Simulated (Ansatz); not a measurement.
# Zn8Al14O32Ga2: the cost of one run

Method: density functional theory in Ansatz 0.2.0, PAW datasets, plane waves.

### Step 1. The starting cell

56 atoms (8 Zn, 14 Al, 32 O, 2 Ga); a = 8.121 Å, b = 8.121 Å, c = 8.121 Å, α = 90.00°, β = 90.00°, γ = 90.00°. All atoms were shaken off their sites by about 0.02 Å along each axis.

The runs, in order: (2) PBEsol cell relaxation at the single k point (¼, ¼, ¼), on 1 × NVIDIA H100 80GB HBM3 with 2 threads of AMD EPYC 7R13.

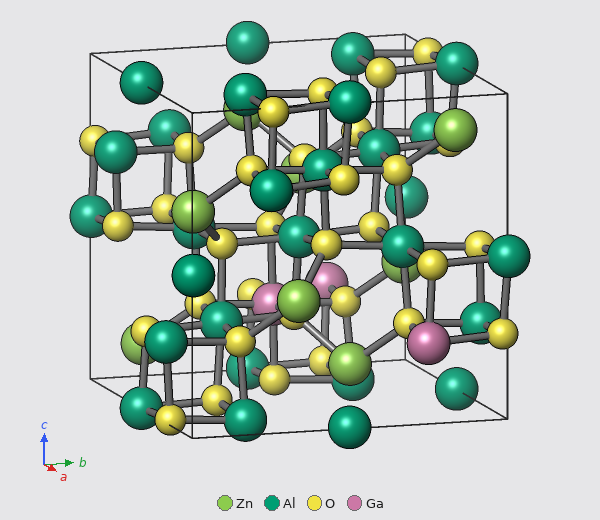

Start, viewed slightly off an axis; zinc green, aluminium teal, oxygen yellow, gallium pink. Atoms on faces are repeated.

### Step 2. PBEsol relaxation of the cell and the positions

File in.yaml:

```yaml
crystal:
  lattice:
    - [8.120712, 0.000000, 0.000000]
    - [0.000000, 8.120712, 0.000000]
    - [0.000000, 0.000000, 8.120712]
  atoms:
    - { symbol: Zn, position: [0.875567, 0.377590, 0.377115] }
    - { symbol: Zn, position: [0.373964, 0.872117, 0.377098] }
    - { symbol: Zn, position: [0.376213, 0.369439, 0.875438] }
    - { symbol: Zn, position: [0.126692, 0.124914, 0.125128] }
    - { symbol: Zn, position: [0.876995, 0.874881, 0.873358] }
    - { symbol: Zn, position: [0.626298, 0.621361, 0.123737] }
    - { symbol: Zn, position: [0.626303, 0.123556, 0.621107] }
    - { symbol: Zn, position: [0.127879, 0.629774, 0.622357] }
    - { symbol: Al, position: [0.501381, 0.000171, 0.001858] }
    - { symbol: Al, position: [0.750925, 0.248915, 0.996197] }
    - { symbol: Al, position: [0.747005, 0.998449, 0.250108] }
    - { symbol: Al, position: [0.998636, 0.499586, 0.003968] }
    - { symbol: Al, position: [0.250149, 0.752135, 0.000227] }
    - { symbol: Al, position: [0.998650, 0.003936, 0.499949] }
    - { symbol: Al, position: [0.503150, 0.499502, 0.500245] }
    - { symbol: Al, position: [0.248641, 0.247972, 0.496114] }
    - { symbol: Al, position: [0.501320, 0.253329, 0.250996] }
    - { symbol: Al, position: [0.751413, 0.747271, 0.500999] }
    - { symbol: Al, position: [0.254532, 0.998470, 0.743653] }
    - { symbol: Al, position: [0.750477, 0.496641, 0.750610] }
    - { symbol: Al, position: [0.001020, 0.250726, 0.747433] }
    - { symbol: Al, position: [0.500782, 0.752895, 0.750388] }
    - { symbol: O, position: [0.511680, 0.012528, 0.238832] }
    - { symbol: O, position: [0.737466, 0.235801, 0.235842] }
    - { symbol: O, position: [0.514842, 0.234453, 0.015135] }
    - { symbol: O, position: [0.734583, 0.016202, 0.008041] }
    - { symbol: O, position: [0.012758, 0.511556, 0.232991] }
    - { symbol: O, position: [0.230789, 0.733886, 0.236774] }
    - { symbol: O, position: [0.015290, 0.736473, 0.013711] }
    - { symbol: O, position: [0.235124, 0.508303, 0.011454] }
    - { symbol: O, position: [0.011856, 0.011806, 0.733054] }
    - { symbol: O, position: [0.236396, 0.234655, 0.739977] }
    - { symbol: O, position: [0.013651, 0.238272, 0.509898] }
    - { symbol: O, position: [0.237298, 0.010950, 0.513344] }
    - { symbol: O, position: [0.263012, 0.264551, 0.263328] }
    - { symbol: O, position: [0.486655, 0.488966, 0.259330] }
    - { symbol: O, position: [0.487237, 0.260604, 0.489417] }
    - { symbol: O, position: [0.265698, 0.487162, 0.487770] }
    - { symbol: O, position: [0.516458, 0.511999, 0.739101] }
    - { symbol: O, position: [0.732750, 0.735677, 0.732816] }
    - { symbol: O, position: [0.513788, 0.732887, 0.517255] }
    - { symbol: O, position: [0.736773, 0.511037, 0.517922] }
    - { symbol: O, position: [0.763699, 0.763899, 0.265499] }
    - { symbol: O, position: [0.988211, 0.987777, 0.261506] }
    - { symbol: O, position: [0.987933, 0.765699, 0.486556] }
    - { symbol: O, position: [0.762313, 0.988818, 0.488112] }
    - { symbol: O, position: [0.765392, 0.264222, 0.764991] }
    - { symbol: O, position: [0.988790, 0.484003, 0.764536] }
    - { symbol: O, position: [0.988099, 0.261395, 0.985918] }
    - { symbol: O, position: [0.763577, 0.491150, 0.988546] }
    - { symbol: O, position: [0.263781, 0.760924, 0.763844] }
    - { symbol: O, position: [0.488973, 0.982891, 0.761676] }
    - { symbol: O, position: [0.487322, 0.764192, 0.985872] }
    - { symbol: O, position: [0.261231, 0.986992, 0.989871] }
    - { symbol: Ga, position: [0.249455, 0.498747, 0.246797] }
    - { symbol: Ga, position: [0.999831, 0.749721, 0.248327] }
  symmetry: { detect: false }
kpoints:
  mp_grid: { grid: [1, 1, 1], shift: [0.25, 0.25, 0.25] }
hamiltonian:
  xc: pbesol
scf:
  occupations: { method: fermi_dirac, width: 0.01 }
relax:
  f_tol: 0.03
  max_steps: 80
  escape_saddle: false
  adjacent_minimum: "off"
  cell: { fix: [shape] }
output:
  forces: true
  eigenvalues: true
  populations: true
```

Started as:

```console
ansatz run in.yaml --threads 2 --pin off --max-ram 20900MiB --runs-dir r --events-out ev --progress --plain --backend cuda --devices 0, --max-vram 18GiB
```

**Question.** How long does this run take on 1 × NVIDIA H100 80GB HBM3 with 2 threads of AMD EPYC 7R13, shared host, and how much memory does it need?

About 18 s, with a peak of 1.4 GiB on the host.
